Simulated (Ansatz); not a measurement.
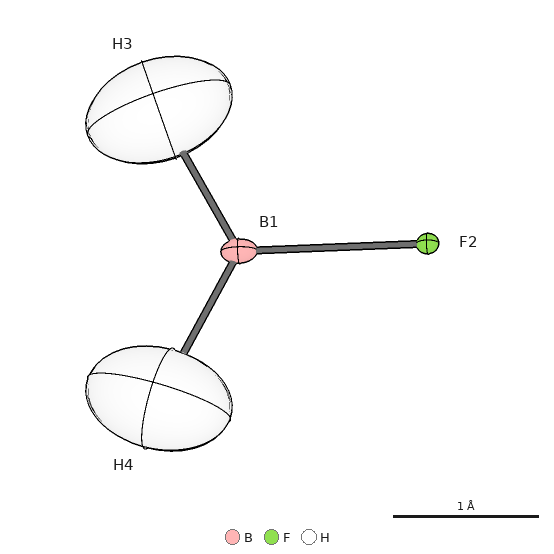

Displacement ellipsoids at the 50 % level, enlarged 3 times, from the internal vibrations of the free molecule (harmonic, no overall translation or rotation; no half-axis is drawn under 0.075 Å). Vibrations computed with RKS PBE0-D4/def2-TZVP (Ansatz 0.2.0). Temperature: 200 K.

Give the displacement parameters, one line for each set of equivalent atoms.

```tsv
atom	U_eq (Å²)	rms amplitudes (Å)
B1	0.00050	0.019, 0.020, 0.027
F2	0.00012	0.003, 0.007, 0.017
H3, H4	0.0081	0.075, 0.078, 0.112
```
